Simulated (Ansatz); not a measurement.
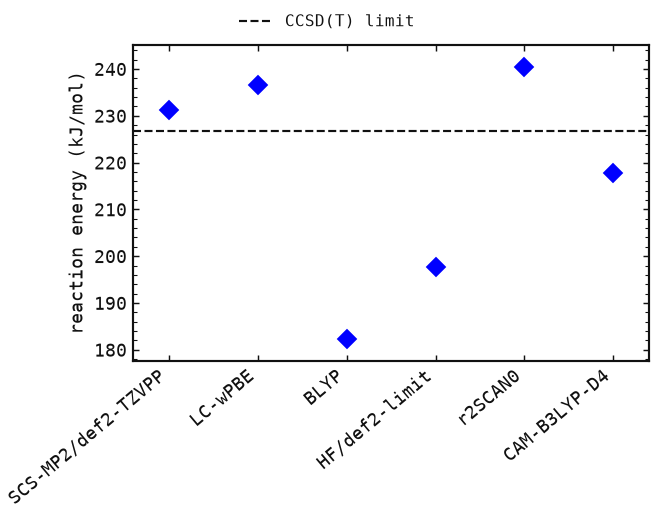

Electronic reaction energy of CH₆GeSe (C[Se][GeH3]) → CH₄Se (C[SeH]) + GeH₂ ([GeH2]) [singlet] (SMILES in brackets) at several levels (functionals in def2-TZVPP unless a basis is named), isolated molecules at PBE0-D4 triple-zeta geometries, minima by their frequencies, no zero-point or thermal terms, the Ansatz code 0.2.0. The line is frozen-core CCSD(T) at the basis limit (MP2 extrapolated from triple and quadruple zeta, plus CCSD(T) less MP2 in a smaller set). No dispersion term is added to LC-wPBE, BLYP and r2SCAN0. The distance of SCS-MP2/def2-TZVPP to the limit includes basis error.

What do zero-point energy and temperature add?

Answer. Zero-point change −14.8 kJ/mol; at 298.15 K and 1 bar the CCSD(T) limit plus thermal terms gives an enthalpy of reaction of 215.5 and a free energy of 171.6 kJ/mol (harmonic PBE0-D4 modes, ideal gas).

Give the values.

Answer.
```tsv
level	kJ/mol	less CCSD(T) limit
SCS-MP2/def2-TZVPP	231.3	4.6
LC-wPBE	236.7	10.0
BLYP	182.3	−44.4
HF/def2-limit	197.8	−28.9
r2SCAN0	240.5	13.8
CAM-B3LYP-D4	217.8	−8.9
CCSD(T) limit	226.7	0.0
```

Note: no scalar relativity up to krypton; outer-core shells are correlated without core-valence functions, which makes the correlated values less sure.
